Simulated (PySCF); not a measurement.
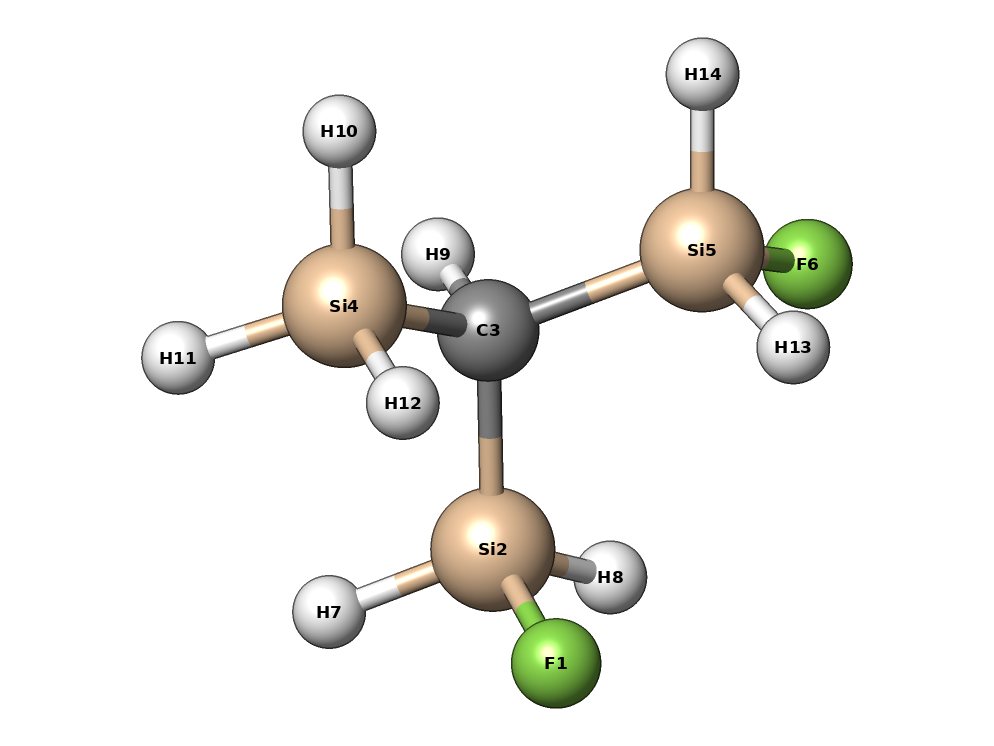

Every bond is drawn as one stick. The computed structure is the end point of a GFN2-xTB optimisation. No frequency run is at hand to confirm it as a minimum. Level of theory: PBE0/pcSseg-1 (PySCF 2.14.0).

List the Mayer bond orders of F1–Si2, Si2–C3, Si2–H7, Si2–H8, C3–Si4, C3–Si5, C3–H9, Si4–H10, Si4–H11, Si4–H12, Si5–F6, Si5–H13, Si5–H14.

```
   bond  Mayer order  length (Å)
 F1–Si2         0.90       1.613
 Si2–C3         0.88       1.896
 Si2–H7         0.93       1.458
 Si2–H8         0.93       1.454
 C3–Si4         0.87       1.907
 C3–Si5         0.87       1.894
  C3–H9         0.91       1.094
Si4–H10         0.95       1.467
Si4–H11         0.95       1.467
Si4–H12         0.95       1.462
 Si5–F6         0.90       1.616
Si5–H13         0.94       1.453
Si5–H14         0.93       1.457
```

The geometry is semi-empirical. Around Si such bond lengths and angles can be off by a tenth of an ångström or more and by several degrees, and values that hang on the shape move with them.
